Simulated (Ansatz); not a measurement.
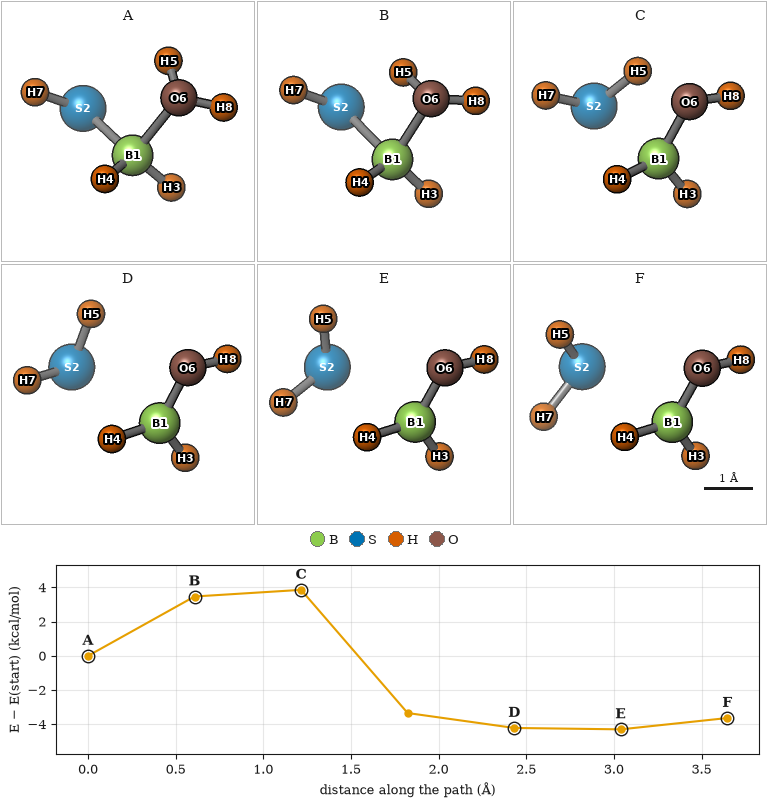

A search for the minimum-energy path of BH₅SO by the nudged elastic band. Images are numbered from 0 (start) to 6 (end). Frames A to F are images 0, 1, 2, 4, 5, 6. The picture is a ball-and-stick view, seen at a tilt.

These are results of RKS PBE-D4/def2-SVP (Ansatz 0.2.0), not measurements.

The input:
```yaml
crystal:
  periodic: [false, false, false]
  atoms:
    - {symbol: B, position_ang: [-0.090717, -0.405499, -0.529171]}
    - {symbol: S, position_ang: [1.590400, 0.410733, -0.485855]}
    - {symbol: H, position_ang: [0.007099, -1.593719, -0.372590]}
    - {symbol: H, position_ang: [-0.852029, -0.011966, -1.361999]}
    - {symbol: H, position_ang: [-0.054827, 0.551540, 1.367509]}
    - {symbol: O, position_ang: [-0.809549, 0.111544, 0.939353]}
    - {symbol: H, position_ang: [1.258471, 1.591403, -1.032728]}
    - {symbol: H, position_ang: [-1.048747, -0.654135, 1.475481]}
basis:
  gaussian: {orbitals: def2-SVP}
hamiltonian: {xc: pbe, dispersion: d4}
neb:
  images: 5
  climbing: false
  max_iterations: 60
  initial_path: idpp
  spring: 10.0
  final_atoms:
    - {symbol: B, position_ang: [-0.824225, -0.609499, -0.308597]}
    - {symbol: S, position_ang: [1.828027, 0.793561, 0.215881]}
    - {symbol: H, position_ang: [-0.226369, -1.596191, -0.641979]}
    - {symbol: H, position_ang: [-1.045851, 0.288569, -1.069486]}
    - {symbol: H, position_ang: [1.016044, 1.822033, 0.503270]}
    - {symbol: O, position_ang: [-1.392624, -0.520334, 0.917516]}
    - {symbol: H, position_ang: [1.851781, 1.102884, -1.089298]}
    - {symbol: H, position_ang: [-1.206681, -1.281122, 1.472694]}
```

Run as
```bash
ansatz run in.yaml --threads 2 --pin off --events-out ev --progress --plain --max-ram 4352MiB
```

> Read off the barrier and say what moves.

Forward barrier 3.9 kcal/mol, backward barrier 7.5 kcal/mol, with image 2 at the top; the reaction energy is −3.6 kcal/mol. Image 5 lies below both ends, at −4.3 kcal/mol, so an end isn't at the bottom of its valley. Breaking: B1–S2 (1.87 → 2.33 at the top → 3.05 Å), H5–O6 (0.97 → 1.76 at the top → 3.39 Å). Forming: S2–H5 (2.48 → 1.41 at the top → 1.34 Å). The band converged in 12 iterations. The largest component of the band force went from 3.1 to 0.015 eV/Å. No image climbed, so the highest image needn't lie on the saddle point, and the true maximum along this path can be higher. The largest force component is 0.63 eV/Å at the start and 0.60 eV/Å at the end; an end with forces this large is no minimum, and the barrier measured from it can be far off.
